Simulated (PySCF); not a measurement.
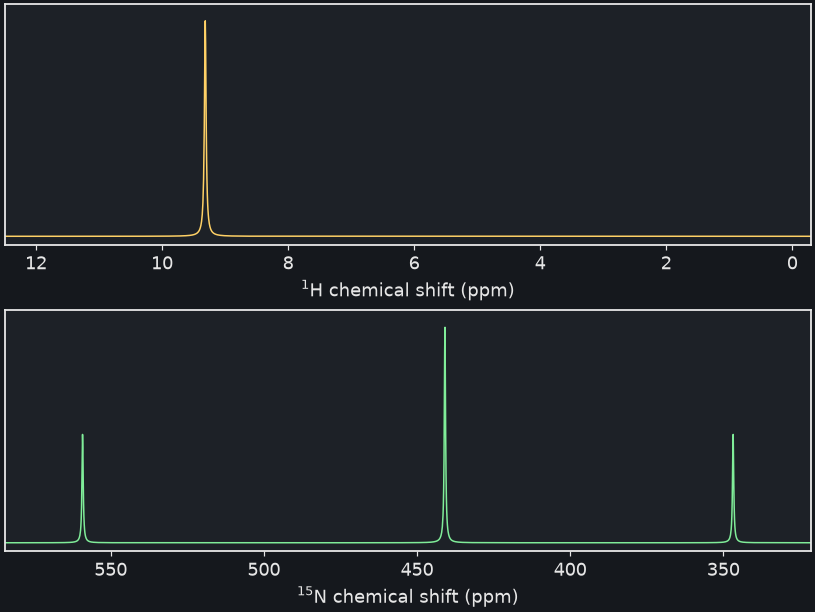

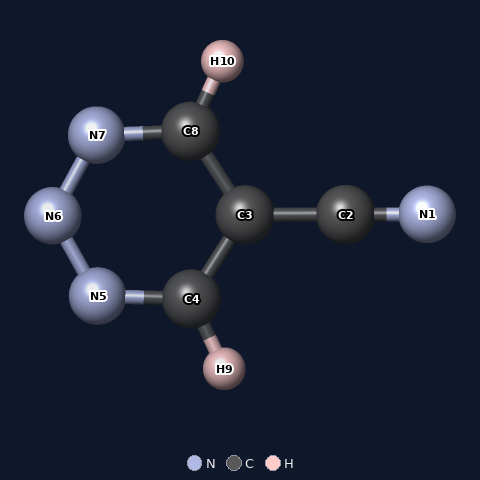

Spectrum and numbered structure of C₄H₂N₄, SMILES N#Cc1cnnnc1. GIAO shifts, PBE0/pcSseg-1 in PySCF 2.14.0, at a GFN2-xTB geometry (no frequency check), against TMS for ¹H and NH₃ for ¹⁵N computed at the same level (¹⁵N: a single molecule, while the usual scales start at liquid NH₃ or nitromethane; multiply bonded nitrogen can come out tens of ppm too deshielded). Gas phase, fully decoupled, line heights follow the number of nuclei, widths are arbitrary (no quadrupolar broadening); values of one conformer, averaged over methyl-type rotors and exact or near symmetry.

Question: Where does the ¹H line lie?

Answer: At 9.31 ppm (H9 and H10).

Question: Assign the ¹⁵N signals to the numbered atoms.

Answer:
```tsv
δ (ppm)	nuclei	atoms
559.2	1	N6
440.9	2	N5, N7
346.8	1	N1
```

Note: the tight-binding geometry is rougher than a DFT one and adds to the error.
